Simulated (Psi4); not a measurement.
# InHCl (SMILES [Cl][InH]): UMP2/def2-TZVPP (core potential)

Aim: the vertical doublet–quartet gap of InHCl at UMP2/def2-TZVPP (core potential), from 2 runs. 

The calculation is run with Psi4 1.11.

1 further run of the same task is left out (set aside as unsound or not needed).

**1. The molecule**

The species is InHCl (3 atoms), meant as a doublet with charge 0. SMILES: `[Cl][InH]`. The shape is that of a PBE0-D4/def2-TZVP optimisation.

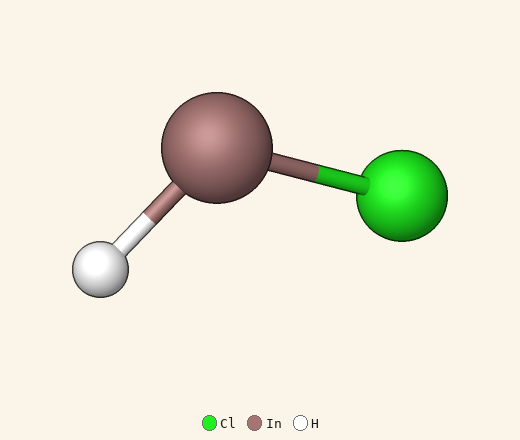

The structure, seen from a chosen angle (chlorine green, indium brown, hydrogen white).

**2. A single-point energy at UMP2/def2-TZVPP (core potential)**

clhin.in

```
memory 1.6 GB

molecule geom {
  0 2
  Cl    -3.11767016     0.74984333    -1.63914844
  In     0.77384285     1.02498745     0.54065064
  H      2.32322930    -1.89709606     1.07355341
  units au
  symmetry c1
  no_reorient
  no_com
}

set reference uhf
set puream true
set e_convergence 1e-09
set d_convergence 1e-08
set scf_type pk
set num_frozen_docc 9
set mp2_type conv
set maxiter 200

result, w = energy("mp2/def2-TZVPP", return_wfn=True)
```

Run with:

```bash
$ psi4 clhin.in clhin.out -n 1
```

clhin.out:

```text
[...]
    !!!  WARNING: ECP capability is in beta. Please check occupations closely.  !!!
[...]
  Running in c1 symmetry.
[...]
  Nuclear repulsion =   88.717601216330237
[...]
  Multiplicity = 2
[...]
  Nalpha       = 20
  Nbeta        = 19
[...]
    Number of basis functions: 106
[...]
   @UHF iter   1:  -649.27303912209049   -1.21941e+00   3.66018e-03 DIIS/ADIIS
[...]
   @UHF iter  15:  -649.33744220019730   -8.64020e-12   5.92542e-09 DIIS
[...]
   @S^2 Observed:                7.682446386E-01
[...]
    Orbital Energies [Eh]
    ---------------------
    Alpha Occupied:
       1A   -104.792636     2A    -10.521134     3A     -7.989184
       4A     -7.986568     5A     -7.986551     6A     -5.414578
       7A     -3.672990     8A     -3.668306     9A     -3.664452
      10A     -1.084653    11A     -1.058774    12A     -1.057010
      13A     -1.053799    14A     -1.051174    15A     -1.013582
      16A     -0.564813    17A     -0.469797    18A     -0.438289
      19A     -0.437220    20A     -0.322308
    Alpha Virtual:
      21A      0.005470    22A      0.063174    23A      0.093513
      24A      0.131117    25A      0.161223    26A      0.178506
[...]
  @UHF Final Energy:  -649.33744220019730
   => Energetics <=
    Nuclear Repulsion Energy =             88.7176012163302374
    One-Electron Energy =               -1148.0760992922146215
    Two-Electron Energy =                 410.0210558756871251
    Total Energy =                       -649.3374422001973016
  UHF NO Occupations:
  HONO-2 :   18  A 1.9993552
  HONO-1 :   19  A 1.9921078
[...]
 Multipole Moments:
 ------------------------------------------------------------------------------------
     Multipole            Electronic (a.u.)      Nuclear  (a.u.)        Total (a.u.)
 ------------------------------------------------------------------------------------
 L = 1.  Multiply by 2.5417464519 to convert [e a0] to [Debye]
 Dipole X            :         35.4579110          -34.4264636            1.0314475
 Dipole Y            :        -32.0979492           32.3749770            0.2770278
 Dipole Z            :         16.0386150          -15.4383066            0.6003084
 Magnitude           :                                                    1.2251524
[...]
	SCS-MP2 Total Energy (a.u.)        :  -649.76038116359018
	SOS-MP2 Total Energy (a.u.)        :  -649.74587699553354
	SCSN-MP2 Total Energy (a.u.)       :  -649.57991157056551
[...]
	SOS-PI-MP2 Total Energy (a.u.)     :  -649.77729505671323
[...]
	MP2 Total Energy (a.u.)            :  -649.78938949970359
[...]
```

Run time: 11 s. Hardware: 1 thread of Intel Xeon at 2.60GHz (Ice Lake), shared host; peak memory 0.72 GiB.

**3. The quartet, same level**

clhin.xyz

```xyz
3
ClHIn
Cl    -1.649800     0.396800    -0.867400
In     0.409500     0.542400     0.286100
H      1.229400    -1.003900     0.568100
```

clhin.py

```python
import psi4

psi4.set_memory(1600000000)
psi4.set_num_threads(1)
psi4.set_output_file('output.dat', False)

with open('clhin.xyz') as f:
    atoms = ''.join(f.readlines()[2:])
mol = psi4.geometry('0 4\n' + atoms + 'symmetry c1\nno_reorient\nno_com')

options = {'basis': 'def2-TZVPP', 'reference': 'uhf', 'puream': True, 'e_convergence': 1e-09, 'd_convergence': 1e-08, 'scf_type': 'pk', 'num_frozen_docc': 9, 'mp2_type': 'conv', 'maxiter': 200}
psi4.set_options(options)

e = psi4.energy("mp2")
print('E =', round(e, 9))
```

Run with:

```bash
$ python clhin.py
```

output.dat:

```text
[...]
    !!!  WARNING: ECP capability is in beta. Please check occupations closely.  !!!
[...]
  Running in c1 symmetry.
[...]
  Nuclear repulsion =   88.717601164286506
[...]
  Multiplicity = 4
[...]
  Nalpha       = 21
  Nbeta        = 18
[...]
    Number of basis functions: 106
[...]
   @UHF iter   1:  -649.09979429600185   -1.03771e+00   3.54842e-03 ADIIS/DIIS
[...]
   @UHF iter  17:  -649.17304272040417   -1.79625e-11   9.42528e-09 DIIS
[...]
   @S^2 Observed:                3.765018828E+00
[...]
    Orbital Energies [Eh]
    ---------------------
    Alpha Occupied:
       1A   -104.815754     2A    -10.543234     3A     -8.014565
       4A     -8.008569     5A     -8.008322     6A     -5.424826
       7A     -3.683769     8A     -3.675816     9A     -3.675370
      10A     -1.102700    11A     -1.083178    12A     -1.063532
      13A     -1.062560    14A     -1.058229    15A     -1.032733
      16A     -0.708989    17A     -0.527693    18A     -0.461610
      19A     -0.458091    20A     -0.366895    21A     -0.237843
    Alpha Virtual:
      22A      0.048863    23A      0.074523    24A      0.116299
      25A      0.127465    26A      0.155510    27A      0.210391
[...]
  @UHF Final Energy:  -649.17304272040417
   => Energetics <=
    Nuclear Repulsion Energy =             88.7176011642865063
    One-Electron Energy =               -1147.2979076719243494
    Two-Electron Energy =                 409.4072637872338305
    Total Energy =                       -649.1730427204040552
  UHF NO Occupations:
  HONO-2 :   19  A 1.0000000
  HONO-1 :   20  A 1.0000000
[...]
 Multipole Moments:
 ------------------------------------------------------------------------------------
     Multipole            Electronic (a.u.)      Nuclear  (a.u.)        Total (a.u.)
 ------------------------------------------------------------------------------------
 L = 1.  Multiply by 2.5417464519 to convert [e a0] to [Debye]
 Dipole X            :         35.5377450          -34.4264636            1.1112814
 Dipole Y            :        -32.9184565           32.3749770           -0.5434796
 Dipole Z            :         15.9920493          -15.4383066            0.5537427
 Magnitude           :                                                    1.3553403
[...]
	SCS-MP2 Total Energy (a.u.)        :  -649.56679450854949
	SOS-MP2 Total Energy (a.u.)        :  -649.54890811410121
	SCSN-MP2 Total Energy (a.u.)       :  -649.42014205837756
[...]
	SOS-PI-MP2 Total Energy (a.u.)     :  -649.57782083669326
[...]
	MP2 Total Energy (a.u.)            :  -649.60256729744617
[...]
```

Standard output:

```text
E = -649.602567297
```

Wall time 11 s (1 thread of Intel Xeon at 2.60GHz (Ice Lake), shared host); peak memory 0.71 GiB.

**4. What came out**

At UMP2/def2-TZVPP (core potential), 9 core orbitals frozen:

| quantity | value |
| --- | --- |
| doublet: total energy | -649.78939 Eh |
| doublet: HOMO energy (Hartree–Fock orbitals) (highest over α and β) | -8.77 eV |
| doublet: LUMO energy (Hartree–Fock orbitals) (lowest over α and β) | -0.08 eV |
| doublet: correlation energy (9 core orbitals frozen) | -451.9 mEh |
| doublet: ⟨S²⟩ of the reference determinant | 0.768 |
| quartet: total energy | -649.60257 Eh |
| quartet: HOMO energy (Hartree–Fock orbitals) (highest over α and β) | -6.47 eV |
| quartet: LUMO energy (Hartree–Fock orbitals) (lowest over α and β) | -3.24 eV |
| quartet: correlation energy (9 core orbitals frozen) | -429.5 mEh |
| quartet: ⟨S²⟩ of the reference determinant | 3.765 |
| vertical energy of the quartet above the doublet | 5.084 eV |

At this shape the quartet lies 5.08 eV (117 kcal/mol) above the doublet.
